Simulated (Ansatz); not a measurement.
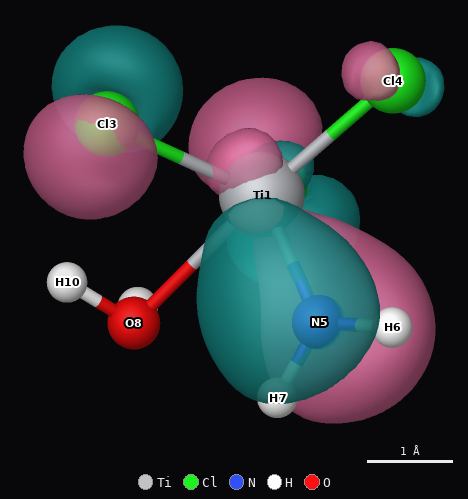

Cl3H4NOTi. One frontier orbital at ±0.1 Å⁻³ᐟ² (teal and pink are the two phases), seen at a tilt.

All numbers below come from RKS LDA/def2-SVP (Ansatz).

```xyz
10

Ti   -0.0949   -0.1987    0.1677
Cl   -0.4731   -0.0923    2.3649
Cl    1.9792    0.2080   -0.5432
Cl   -1.2080    1.4941   -0.5942
N    -1.0125   -1.4885   -0.7446
H    -1.7981   -1.3303   -1.3867
H    -0.7522   -2.4762   -0.6286
O     0.9455   -2.0489    0.8624
H     0.8316   -1.8786    1.8294
H     1.8607   -1.7580    0.6312
```

Q: Which orbital is it: HOMO or LUMO?

A: The HOMO, at −6.74 eV. It lies mainly on N5 (about 55 %), Cl2 (about 15 %), Cl3 (about 15 %) and Ti1 (about 10 %); largely a combination of lone pairs on N5, Cl2 and Cl3.
